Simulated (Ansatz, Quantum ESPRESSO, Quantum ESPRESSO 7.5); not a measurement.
# Ballistic transmission: vacuum gap of 4.5 Å between two V(110) faces

How well does the junction conduct in the ballistic limit? It is: vacuum gap of 4.5 Å between two V(110) faces.

Main program and level: Quantum ESPRESSO 7.5; plane-wave DFT, PBE, GBRV ultrasoft pseudopotentials (cross-check by Ansatz 0.2.0 with PAW datasets).

### Step 1. Starting point

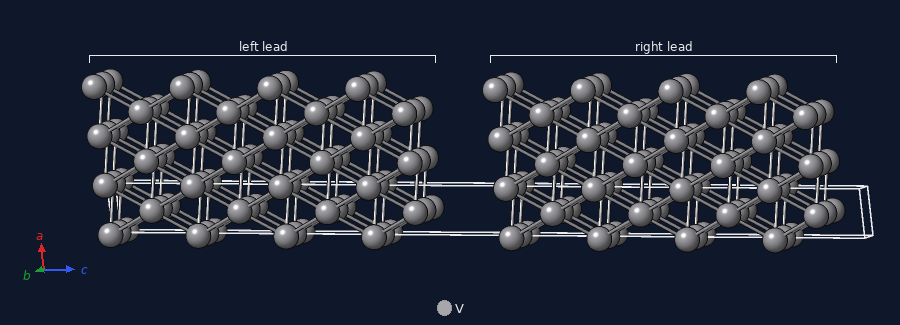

Start, viewed from the side, with the c axis across the page; vanadium grey. 3×2×1 cells are drawn. Some periodic images of atoms are drawn too.

The cell holds 16 atoms: 16 V. Its edges and angles: a = 2.990 Å, b = 2.589 Å, c = 36.214 Å, α = 90.0°, β = 90.0°, γ = 54.7°. It derives from V. Regions: left lead, 8 atoms (8 V); right lead, 8 atoms (8 V). The structure is stacked along c, and the current runs across the ab planes.

This run has no spin polarisation, although V can carry a moment. A spin-polarised state was not tried and may lie lower.

### Step 2. SCF with pw.x

One periodic cell holds a stretch of lead, the junction and more lead; the atoms stay as built.

scf.in reads:

```
&control
  prefix = 'scf'
  outdir = './out'
  pseudo_dir = './pseudo'
  calculation = 'scf'
  tprnfor = .true.
/
&system
  ibrav = 0
  nat = 16
  ntyp = 1
  ecutwfc = 40
  ecutrho = 200
  occupations = 'smearing'
  smearing = 'mv'
  degauss = 0.01
/
&electrons
  conv_thr = 1e-07
  mixing_beta = 0.25
  electron_maxstep = 120
  mixing_mode = 'local-TF'
/
ATOMIC_SPECIES
  V   50.9415  v_pbe_v1.4.uspp.F.UPF
CELL_PARAMETERS angstrom
  2.99000000000000 0.00000000000000 0.00000000000000
  1.49500000000000 2.11424927574778 0.00000000000000
  0.00000000000000 0.00000000000000 36.21373913621666
ATOMIC_POSITIONS crystal
  V   0.000000000000 0.000000000000 0.000000000000
  V   0.500000000000 0.000000000000 0.058382517966
  V   0.000000000000 0.000000000000 0.116765035933
  V   0.500000000000 0.000000000000 0.175147553899
  V   0.000000000000 0.000000000000 0.233530071865
  V   0.500000000000 0.000000000000 0.291912589832
  V   0.000000000000 0.000000000000 0.350295107798
  V   0.500000000000 0.000000000000 0.408677625764
  V   0.000000000000 0.000000000000 0.532939856269
  V   0.500000000000 0.000000000000 0.591322374236
  V   0.000000000000 0.000000000000 0.649704892202
  V   0.500000000000 0.000000000000 0.708087410168
  V   0.000000000000 0.000000000000 0.766469928135
  V   0.500000000000 0.000000000000 0.824852446101
  V   0.000000000000 0.000000000000 0.883234964067
  V   0.500000000000 0.000000000000 0.941617482034
K_POINTS automatic
  10 11 1 0 0 0
```

Command:

```sh
> OMP_NUM_THREADS=1 mpirun -n 4 pw.x -nk 4 -in scf.in > scf.out
```

What it wrote:

```text
Program PWSCF v.7.5 starts
[citation notice left out]

     Parallel version (MPI & OpenMP), running on       4 processor cores
     Number of MPI processes:                 4
     Threads/MPI process:                     1

     MPI processes distributed on     1 nodes
[...]
Current dimensions of program PWSCF are:
     Max number of different atomic species (ntypx) = 10
     Max number of k-points (npk) =  40000
     Max angular momentum in pseudopotentials (lmaxx) =  4
     Message from routine setup:
     using ibrav=0 with symmetry is DISCOURAGED, use correct ibrav instead

     K-points division:     npool     =       4
     Subspace diagonalization in iterative solution of the eigenvalue problem:
     a serial algorithm will be used

     G-vector sticks info
     --------------------
     sticks:   dense  smooth     PW     G-vecs:    dense   smooth      PW
     Sum         353     283     99                73393    52749   11243

     Using Slab Decomposition

     bravais-lattice index     =            0
     lattice parameter (alat)  =       5.6503  a.u.
     unit-cell volume          =    1544.8892 (a.u.)^3
     number of atoms/cell      =           16
     number of atomic types    =            1
     number of electrons       =       208.00
     number of Kohn-Sham states=          125
     kinetic-energy cutoff     =      40.0000  Ry
     charge density cutoff     =     200.0000  Ry
     scf convergence threshold =      1.0E-07
     mixing beta               =       0.2500
     number of iterations used =            8  local-TF  mixing
     Exchange-correlation=  SLA  PW   PBX  PBC
                           (   1   4   3   4   0   0   0)

     celldm(1)=   5.650281  celldm(2)=   0.000000  celldm(3)=   0.000000
     celldm(4)=   0.000000  celldm(5)=   0.000000  celldm(6)=   0.000000

     crystal axes: (cart. coord. in units of alat)
               a(1) = (   1.000000   0.000000   0.000000 )
               a(2) = (   0.500000   0.707107   0.000000 )
               a(3) = (   0.000000   0.000000  12.111618 )

     reciprocal axes: (cart. coord. in units 2 pi/alat)
               b(1) = (  1.000000 -0.707107  0.000000 )
               b(2) = (  0.000000  1.414214  0.000000 )
               b(3) = (  0.000000  0.000000  0.082565 )

     PseudoPot. # 1 for V  read from file:
     ./pseudo/v_pbe_v1.4.uspp.F.UPF
     Pseudo is Ultrasoft + core correction, Zval = 13.0
     Generated by new atomic code, or converted to UPF format
     Using radial grid of  853 points,  6 beta functions with:
                l(1) =   0
                l(2) =   0
                l(3) =   1
                l(4) =   1
                l(5) =   2
                l(6) =   2
     Q(r) pseudized with  8 coefficients,  rinner =    1.100   1.100   1.100
                                                       1.100   1.100

     atomic species   valence    mass     pseudopotential
     V                13.00    50.94150     V ( 1.00)

      4 Sym. Ops. (no inversion) found

   Cartesian axes

     site n.     atom                  positions (alat units)
         1        V      tau(   1) = (   0.0000000   0.0000000   0.0000000  )
         2        V      tau(   2) = (   0.5000000   0.0000000   0.7071068  )
         3        V      tau(   3) = (   0.0000000   0.0000000   1.4142136  )
         4        V      tau(   4) = (   0.5000000   0.0000000   2.1213203  )
         5        V      tau(   5) = (   0.0000000   0.0000000   2.8284271  )
         6        V      tau(   6) = (   0.5000000   0.0000000   3.5355339  )
         7        V      tau(   7) = (   0.0000000   0.0000000   4.2426407  )
         8        V      tau(   8) = (   0.5000000   0.0000000   4.9497475  )
         9        V      tau(   9) = (   0.0000000   0.0000000   6.4547642  )
        10        V      tau(  10) = (   0.5000000   0.0000000   7.1618710  )
        11        V      tau(  11) = (   0.0000000   0.0000000   7.8689778  )
        12        V      tau(  12) = (   0.5000000   0.0000000   8.5760845  )
        13        V      tau(  13) = (   0.0000000   0.0000000   9.2831913  )
        14        V      tau(  14) = (   0.5000000   0.0000000   9.9902981  )
        15        V      tau(  15) = (   0.0000000   0.0000000  10.6974049  )
        16        V      tau(  16) = (   0.5000000   0.0000000  11.4045117  )

     number of k points=    56  Marzari-Vanderbilt smearing, width (Ry)=  0.0100
                       cart. coord. in units 2pi/alat
        k(    1) = (   0.0000000   0.0000000   0.0000000), wk =   0.0181818
        k(    2) = (   0.0000000   0.1285649   0.0000000), wk =   0.0363636
        k(    3) = (   0.0000000   0.2571297   0.0000000), wk =   0.0363636
        k(    4) = (   0.0000000   0.3856946   0.0000000), wk =   0.0363636
        k(    5) = (   0.0000000   0.5142595   0.0000000), wk =   0.0363636
        k(    6) = (   0.0000000   0.6428243   0.0000000), wk =   0.0363636
        k(    7) = (   0.1000000  -0.0707107   0.0000000), wk =   0.0363636
        k(    8) = (   0.1000000   0.0578542   0.0000000), wk =   0.0363636
        k(    9) = (   0.1000000   0.1864191   0.0000000), wk =   0.0363636
        k(   10) = (   0.1000000   0.3149839   0.0000000), wk =   0.0363636
[...]
k(   56) = (  -0.5000000   0.9963777   0.0000000), wk =   0.0363636

     Dense  grid:    73393 G-vectors     FFT dimensions: (  25,  24, 320)

     Smooth grid:    52749 G-vectors     FFT dimensions: (  24,  20, 288)

     Estimated max dynamical RAM per process >     341.45 MB

     Estimated total dynamical RAM >       1.28 GB

     Check: negative core charge=   -0.000007

     Initial potential from superposition of free atoms

     starting charge     207.9804, renormalised to     208.0000

     negative rho (up, down):  1.096E-02 0.000E+00
     Starting wfcs are  160 randomized atomic wfcs

     total cpu time spent up to now is       11.3 secs

     per-process dynamical memory:   262.1 Mb

     Self-consistent Calculation

     iteration #  1     ecut=    40.00 Ry     beta= 0.25
     Davidson diagonalization with overlap
     ethr =  1.00E-02,  avg # of iterations =  2.8

     negative rho (up, down):  1.285E-02 0.000E+00

     total cpu time spent up to now is       40.5 secs

     total energy              =   -2321.15491074 Ry
     estimated scf accuracy    <      62.82919505 Ry

     iteration #  2     ecut=    40.00 Ry     beta= 0.25
[...]
negative rho (up, down):  1.488E-02 0.000E+00

[...]
total energy              =   -2321.10750794 Ry
[...]
-21.6019 -21.6017 -21.6012 -21.6009 -21.5849 -21.5798 -21.5745 -21.5568
     9.2021   9.3086   9.4703   9.7109   9.9673  10.3331  10.6526  11.0960
    11.4037  11.8232  12.0331  12.2891  12.3756  12.4558  12.4716  12.4781
    14.3797  14.5800  14.6011  14.6432  14.7064  14.7944  14.9021  15.0209
    15.1506  15.2730  15.2850  15.3002  15.3803  15.4029  15.4213  15.4525
    15.5495  15.5533  15.6619  15.6740  15.6829  15.7366  15.7452  15.7783
    15.7825  15.7888  15.7912  15.8202  15.8281  15.8285  15.9236  15.9258
    15.9516  16.0858  16.0913  16.1791  16.3708  16.4267  16.6217  16.9082
    16.9396  16.9718  17.0029  17.0390  17.0645

          k = 0.0000 0.2571 0.0000 (  6588 PWs)   bands (ev):

   -48.4034 -48.4034 -48.2067 -48.2065 -48.1943 -48.1838 -48.1673 -48.1484
   -48.1307 -48.1107 -48.0903 -48.0709 -48.0501 -48.0333 -48.0224 -48.0155
   -22.4706 -22.4703 -22.3738 -22.3405 -22.2936 -22.2383 -22.1758 -22.1057
   -22.0697 -22.0697 -22.0449 -22.0303 -22.0159 -21.9570 -21.9341 -21.9247
   -21.9092 -21.8971 -21.8915 -21.8690 -21.8595 -21.8547 -21.8495 -21.8394
   -21.8334 -21.8285 -21.8254 -21.8097 -21.7785 -21.7599 -21.7599 -21.7508
   -21.7476 -21.7475 -21.7462 -21.7439 -21.7407 -21.7385 -21.7187 -21.7155
   -21.6887 -21.6720 -21.6642 -21.6476 -21.6368 -21.6228 -21.5825 -21.5579
    10.1187  10.2169  10.3664  10.5853  10.8203  11.1465  11.4360  11.8227
    12.0998  12.4655  12.6551  12.8877  12.9466  12.9900  12.9975  13.0093
    14.4661  14.5779  14.5788  14.6166  14.6540  14.6936  14.8406  15.1204
    15.2846  15.3537  15.3650  15.3765  15.4014  15.4284  15.4626  15.5059
    15.5563  15.5980  15.6190  15.6258  15.6539  15.6798  15.6961  15.6976
    15.7188  15.7680  15.8008  15.8100  15.8166  15.8843  15.8976  15.9095
    16.0564  16.1847  16.2201  16.2253  16.2599  16.3237  16.4314  16.5555
    16.6763  16.6892  16.7005  16.7140  16.7394

          k = 0.0000 0.3857 0.0000 (  6676 PWs)   bands (ev):

   -48.3539 -48.3539 -48.1545 -48.1544 -48.1386 -48.1293 -48.1143 -48.0973
   -48.0816 -48.0633 -48.0446 -48.0269 -48.0077 -47.9923 -47.9824 -47.9762
   -22.4108 -22.4106 -22.2950 -22.2692 -22.2493 -22.2487 -22.2328 -22.1933
   -22.1603 -22.1603 -22.1528 -22.1196 -22.0984 -22.0821 -22.0804 -22.0765
   -22.0698 -22.0622 -22.0607 -22.0294 -22.0192 -22.0026 -22.0004 -22.0003
   -21.9836 -21.9600 -21.9291 -21.9251 -21.9224 -21.9199 -21.9194 -21.9154
   -21.8979 -21.8947 -21.8654 -21.8489 -21.8330 -21.8029 -21.7917 -21.7718
   -21.7462 -21.7333 -21.7288 -21.7175 -21.6746 -21.6223 -21.5827 -21.5594
    11.3130  11.3996  11.5322  11.7170  11.9166  12.1673  12.3909  12.6393
    12.8235  13.0066  13.1207  13.1569  13.1936  13.2080  13.2579  13.2711
    13.5991  13.6174  13.6773  13.8146  13.9384  14.1984  14.2485  14.6024
    14.6546  14.9424  14.9592  15.0132  15.0586  15.1298  15.2159  15.2795
    15.2930  15.3484  15.3821  15.4904  15.4988  15.7426  15.8373  15.9993
    16.2311  16.2488  16.3436  16.4202  16.4376  16.4794  16.5287  16.5452
    16.5703  16.5703  16.5839  16.6101  16.6103  16.6308  16.7174  16.8810
    16.9168  16.9275  16.9290  16.9923  17.0968

          k = 0.0000 0.5143 0.0000 (  6676 PWs)   bands (ev):

   -48.3082 -48.3082 -48.1067 -48.1067 -48.0866 -48.0786 -48.0651 -48.0499
   -48.0359 -48.0193 -48.0023 -47.9862 -47.9685 -47.9544 -47.9455 -47.9399
   -22.4624 -22.4624 -22.3447 -22.3445 -22.3165 -22.3142 -22.3060 -22.2949
   -22.2765 -22.2552 -22.2426 -22.2426 -22.2347 -22.2205 -22.2140 -22.1988
   -22.1936 -22.1756 -22.1754 -22.1157 -22.1119 -22.1107 -22.1049 -22.0873
   -22.0759 -22.0733 -22.0671 -22.0638 -22.0425 -22.0276 -22.0105 -21.9780
   -21.9739 -21.9442 -21.9144 -21.9106 -21.8793 -21.8516 -21.8472 -21.8206
   -21.8025 -21.7908 -21.7883 -21.7289 -21.6711 -21.6205 -21.5828 -21.5608
    12.1118  12.1925  12.3167  12.4813  12.6584  12.8021  12.8428  12.8512
    12.8632  12.8928  12.9288  12.9476  13.0048  13.0093  13.0557  13.1025
    13.1108  13.1661  13.1772  13.2285  13.3764  13.5585  13.7075  13.9420
    14.1345  14.4260  14.5688  14.6466  14.6625  14.7749  14.9560  14.9875
    15.1872  15.2330  15.4712  15.5423  15.7344  15.7893  16.0742  16.1469
    16.4889  16.5190  16.7939  16.8096  16.8992  16.9072  16.9329  17.0797
    17.0876  17.2693  17.2717  17.2812  17.4707  17.5345  17.5890  17.6411
    17.7299  17.7542  17.7939  17.8875  17.9183

          k = 0.0000 0.6428 0.0000 (  6626 PWs)   bands (ev):

   -48.2809 -48.2809 -48.0783 -48.0783 -48.0555 -48.0481 -48.0355 -48.0214
   -48.0086 -47.9930 -47.9770 -47.9618 -47.9450 -47.9317 -47.9234 -47.9182
   -22.5796 -22.5796 -22.4493 -22.4424 -22.4299 -22.4155 -22.3937 -22.3665
   -22.3388 -22.3148 -22.3128 -22.3066 -22.2911 -22.2911 -22.2783 -22.2498
   -22.2213 -22.1971 -22.1830 -22.1711 -22.1684 -22.1666 -22.1553 -22.1479
   -22.1371 -22.1162 -22.1145 -22.0910 -22.0735 -22.0584 -22.0252 -22.0245
   -21.9906 -21.9664 -21.9562 -21.9243 -21.9063 -21.8916 -21.8645 -21.8460
   -21.8443 -21.8340 -21.7825 -21.7247 -21.6685 -21.6194 -21.5829 -21.5617
    12.2656  12.3414  12.4585  12.4776  12.4810  12.5320  12.5379  12.6116
    12.6190  12.6322  12.7283  12.7669  12.7788  12.8596  12.9330  12.9556
    13.0012  13.0898  13.0930  13.1636  13.1728  13.1946  13.4247  13.7276
    14.0415  14.3576  14.4187  14.4389  14.5730  14.7625  14.7893  15.0047
    15.2306  15.3041  15.6390  15.6415  16.0264  16.1284  16.4337  16.5417
    16.8743  16.8918  16.9596  17.0371  17.0581  17.1699  17.2592  17.3025
    17.3156  17.3376  17.4086  17.5886  17.5995  17.7528  17.7650  17.8615
    17.9779  18.1844  18.2815  18.5015  18.5725

[...]
the Fermi energy is    15.4398 ev

!    total energy              =   -2321.06255115 Ry
     estimated scf accuracy    <       0.00000009 Ry
     smearing contrib. (-TS)   =       0.00268672 Ry
     internal energy E=F+TS    =   -2321.06523787 Ry

     The total energy is F=E-TS. E is the sum of the following terms:
     one-electron contribution =   -1970.50604079 Ry
     hartree contribution      =    1075.16788576 Ry
     xc contribution           =    -314.18200910 Ry
     ewald contribution        =   -1111.54507374 Ry

     convergence has been achieved in  18 iterations

     negative rho (up, down):  1.667E-02 0.000E+00

     Forces acting on atoms (cartesian axes, Ry/au):

     atom    1 type  1   force =     0.00000000    0.00000000    0.00011488
     atom    2 type  1   force =     0.00000000    0.00000000    0.00056666
     atom    3 type  1   force =     0.00000000    0.00000000   -0.00158397
     atom    4 type  1   force =     0.00000000    0.00000000    0.00075315
     atom    5 type  1   force =     0.00000000   -0.00000000    0.00074081
     atom    6 type  1   force =     0.00000000    0.00000000    0.00234108
     atom    7 type  1   force =     0.00000000    0.00000000    0.01004221
     atom    8 type  1   force =     0.00000000   -0.00000000    0.00049072
     atom    9 type  1   force =     0.00000000    0.00000000   -0.00048991
     atom   10 type  1   force =     0.00000000    0.00000000   -0.01003996
     atom   11 type  1   force =     0.00000000    0.00000000   -0.00234119
     atom   12 type  1   force =     0.00000000    0.00000000   -0.00074374
     atom   13 type  1   force =     0.00000000    0.00000000   -0.00075162
     atom   14 type  1   force =     0.00000000    0.00000000    0.00158400
     atom   15 type  1   force =     0.00000000   -0.00000000   -0.00056915
     atom   16 type  1   force =     0.00000000    0.00000000   -0.00011397

     Total force =     0.014866     Total SCF correction =     0.001508
     SCF correction compared to forces is large: reduce conv_thr to get better values

[...]
=------------------------------------------------------------------------------=
   JOB DONE.
=------------------------------------------------------------------------------=
```

Run time: 8.4 min. Hardware: 4 MPI ranks of Arm Neoverse V2, shared host; peak memory 1.5 GiB; 34 min of CPU time.

This step gave:

| Property | Result |
| --- | --- |
| free energy | -31579.6648 eV |
| Fermi energy | 15.44 eV |

The program's own clock; routines nest. Time by routine:

```tsv
routine	wall time (s)	calls
PWSCF	505	1
electrons	488.9	1
c_bands	437.8	18
cegterg	394.1	252
h_psi	210.7	1054
fftw	130.6	176640
vloc_psi	119.1	1054
calbec	67.95	1362
sum_band	47.9	18
add_vuspsi	44.9	1054
s_psi	44.88	1054
h_psi:calbec	44.69	1054
cdiaghg	17.93	1040
init_run	11.22	1
```

The run needed 18 iterations to bring the estimated error under 1e-07 Ry; the largest force on any atom, held or free, is 0.26 eV/Å.

(Part 1 of 4 ends here.)

[Logs are printed without paths, hosts, clocks, repeated set-up lines and the standing remarks that a program may print on its own settings, such as how far it seeks lower states.]

[Hosts, paths, dates, database ids (printed as entryN), source tags and the programs' standing remarks are cut or masked in the printed files.]

[Maps of the electrostatic potential energy from Ansatz leave out the sawtooth potential of an applied field or a dipole correction, so their vacuum need not be flat; planar profiles and work functions include it.]
